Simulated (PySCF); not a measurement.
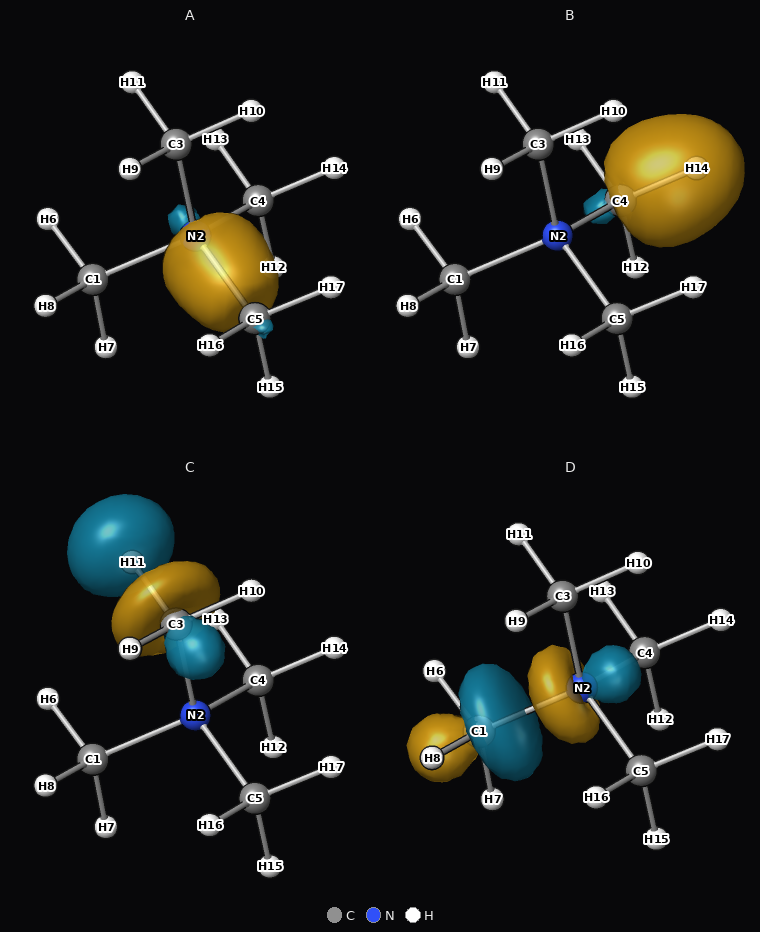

C₄H₁₂N, charge +1, SMILES `C[N+](C)(C)C`. Intrinsic bond orbitals (IBO), occupied and valence-virtual; each surface holds about 70 % of the orbital's density. Energies are diagonal elements of the Fock matrix.

PySCF calculation, ωB97X/6-31G*, gas phase; geometry: GFN2-xTB. No frequency check shows the geometry to be a minimum.

Coordinates in Å:

```
C1      -1.2470   -0.7796   -0.1050
N2      -0.0007    0.0001    0.0000
C3      -0.3249    1.4131    0.2668
C4       0.7508   -0.1016   -1.2643
C5       0.8212   -0.5321    1.1020
H6      -1.8644   -0.3980   -0.9161
H7      -1.0223   -1.8268   -0.3003
H8      -1.8125   -0.7136    0.8239
H9      -0.8797    1.5040    1.1988
H10      0.5874    2.0020    0.3449
H11     -0.9314    1.8202   -0.5412
H12      0.9984   -1.1417   -1.4733
H13      0.1568    0.2873   -2.0893
H14      1.6759    0.4689   -1.2011
H15      1.0687   -1.5741    0.9222
H16      0.2802   -0.4635    2.0440
H17      1.7472    0.0350    1.1901
```

Question: Identify each orbital.

Answer: By panel:
- A: σ bond N2–C5 (N2 61 %, C5 38 %; −26.3 eV)
- B: σ bond C4–H14 (C4 59 %, H14 40 %; −21.9 eV)
- C: σ* orbital H11–C3 (H11 59 %, C3 41 %; 7.3 eV)
- D: σ* orbital C1–N2 (C1 61 %, N2 38 %; 4.7 eV)

Question: Which has the smallest and which the largest spatial spread?

Answer: Smallest: A (0.79 Å); largest: C (1.02 Å).
